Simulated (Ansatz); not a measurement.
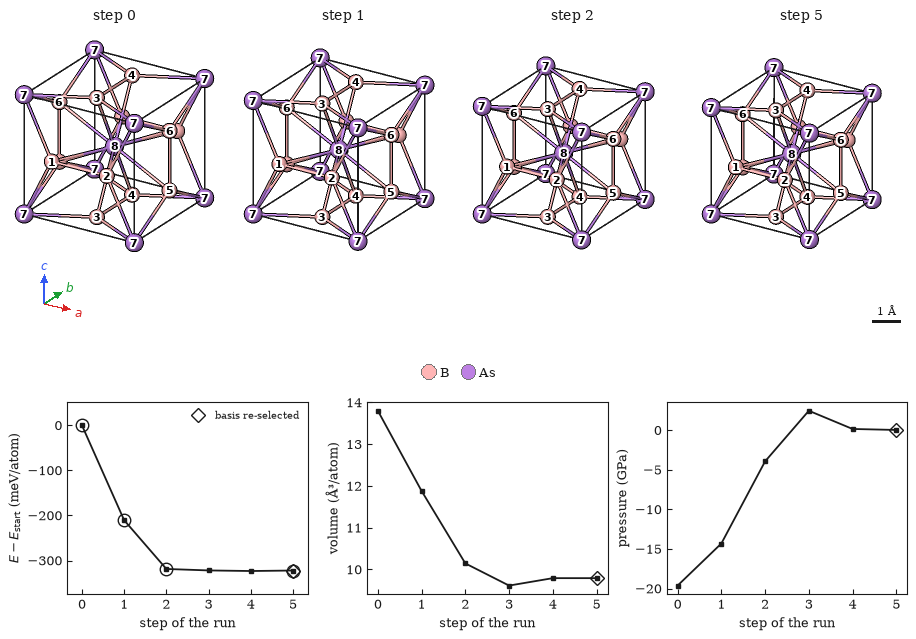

Frames of a relaxation of crystalline B$_{3}$As (a generated structure, set up in Pm-3n) (coarse preliminary run), marked on the history of the run. Style: ball-and-stick. Shown: the cell of the calculation, from a free direction.

The calculation used DFT PBE, scalar-relativistic, plane waves, PAW (Ansatz 0.2.0). Set-up: plane-wave cutoff 420 eV; k-point mesh 4 × 4 × 4; occupations gaussian; smearing width 0.1 eV; no spin polarisation; cell and atoms relaxed; force threshold 0.04 eV/Å; at most 70 steps.

Question: Describe the path.

Answer: The energy falls by 322 meV per atom in 4 accepted moves (5 points after the start). All forces vanish by symmetry, so only the cell relaxes. The pressure goes from −19.62 to 0.03 GPa. At 1 point the geometry stayed and the basis and grid were re-selected for the new cell (energy shift of 1.1 meV per atom at most each time). No atom moves by more than 0.005 Å relative to the cell. The volume changes by −29.0 %, with a = b = c 4.797 → 4.279 Å (−10.8 %). Among the contacts that change: B1–As7 2.682 → 2.392 Å, B1–B2 2.399 → 2.139 Å. The space group stays Pm-3n (No. 223). From step 0 to 1: volume −13.9 %, energy −211 meV per atom. From step 1 to 2: volume −14.6 %, energy −108 meV per atom. From step 2 to 5: volume −3.5 %, energy −3.5 meV per atom.

```json
{"step": "0", "E − E(0), meV/atom": "0.00", "pressure, GPa": "-19.62", "volume, Å³/atom": "13.802", "note": ""}
{"step": "1", "E − E(0), meV/atom": "-210.51", "pressure, GPa": "-14.31", "volume, Å³/atom": "11.880", "note": ""}
{"step": "2", "E − E(0), meV/atom": "-318.68", "pressure, GPa": "-3.94", "volume, Å³/atom": "10.146", "note": ""}
{"step": "3", "E − E(0), meV/atom": "-321.95", "pressure, GPa": "2.46", "volume, Å³/atom": "9.615", "note": ""}
{"step": "4", "E − E(0), meV/atom": "-323.26", "pressure, GPa": "0.16", "volume, Å³/atom": "9.793", "note": ""}
{"step": "5", "E − E(0), meV/atom": "-322.15", "pressure, GPa": "0.03", "volume, Å³/atom": "9.793", "note": "same geometry, new basis"}
```
